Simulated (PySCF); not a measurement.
```yaml
atoms:
  - { symbol: Si, position_ang: [2.3188, -0.3319, 1.1793] }
  - { symbol: S, position_ang: [2.1964, 0.4629, -0.8111] }
  - { symbol: Si, position_ang: [0.0597, 0.5138, -1.1151] }
  - { symbol: C, position_ang: [-0.9293, 1.4458, 0.2135] }
  - { symbol: Si, position_ang: [-1.6993, -0.2242, 0.7167] }
  - { symbol: C, position_ang: [-0.8573, -1.1095, -0.7464] }
  - { symbol: H, position_ang: [3.7703, -0.3703, 1.5128] }
  - { symbol: H, position_ang: [1.6008, 0.5336, 2.1625] }
  - { symbol: H, position_ang: [1.7498, -1.7107, 1.2574] }
  - { symbol: H, position_ang: [-0.0846, 1.0296, -2.5087] }
  - { symbol: H, position_ang: [-1.6543, 2.1561, -0.2162] }
  - { symbol: H, position_ang: [-0.3446, 1.9784, 0.9779] }
  - { symbol: H, position_ang: [-3.1939, -0.2585, 0.6999] }
  - { symbol: H, position_ang: [-1.2108, -0.7121, 2.0432] }
  - { symbol: H, position_ang: [-1.5500, -1.3930, -1.5556] }
  - { symbol: H, position_ang: [-0.2388, -1.9870, -0.5076] }
```

Geometry: PBE0-D3(BJ)/def2-SVP.

Theory: PBE0/pcSseg-1, SCF density, gas phase, non-relativistic in PySCF.

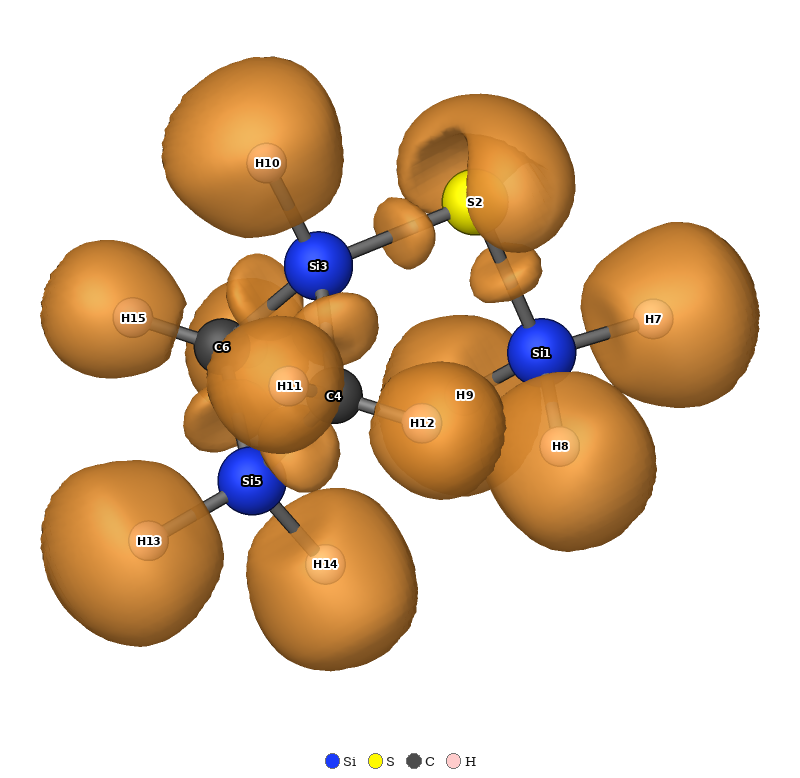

C₂H₁₀SSi₃. Isosurface of the electron localisation function at 0.85 (orange), seen at a tilt. Core shells and regions of very low density are left out.

Q: Identify the bonds, lone pairs and shells in this picture.

A: The ELF exceeds this value in four regions between bonded C–Si atoms (shared pairs), two regions between bonded S–Si atoms (shared pairs), ten regions around hydrogen nuclei and one region wrapped around S (its lone pairs, merged into a ring or cap). Along the contacts the grid gives the following. C–Si (1.90 Å): the ELF peaks at about 0.95 between the atoms: localised, covalent bonding. Si–S (2.15 Å): the ELF peaks at about 0.90 between the atoms (a covalent bond).
